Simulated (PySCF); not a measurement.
Vertical excitations of a molecule C4H10Si2 from TDA-PBE/def2-SVPD in PySCF 2.14.0, as energy in eV (oscillator strength): 5.04 (0.047), 5.26 (0.006), 5.65 (0.010), 5.73 (0.007), 5.85 (0.130), 5.89 (0.023). Lowest triplet (TDA): 3.86 eV. Geometry optimised at B3LYP-D3(BJ)/def2-SVP. A frequency run showed that this geometry is not a minimum. The values are those of a single conformer.

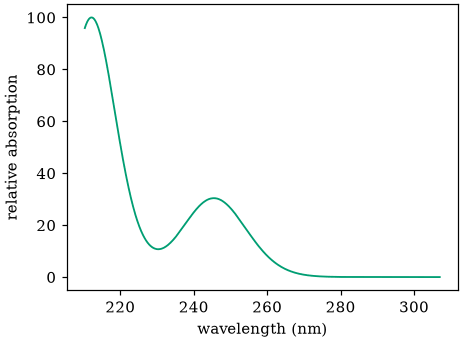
The lines broadened by 0.4 eV.

Which molecule gave these data?
A) C=C([SiH3])/C=C/[SiH3]
B) C=C1C[Si@H](C)[SiH2]1
C) C=C1CC[Si@H]1[SiH3]
D) [SiH3]C1([SiH3])C=CC1

C, C=C1CC[Si@H]1[SiH3]
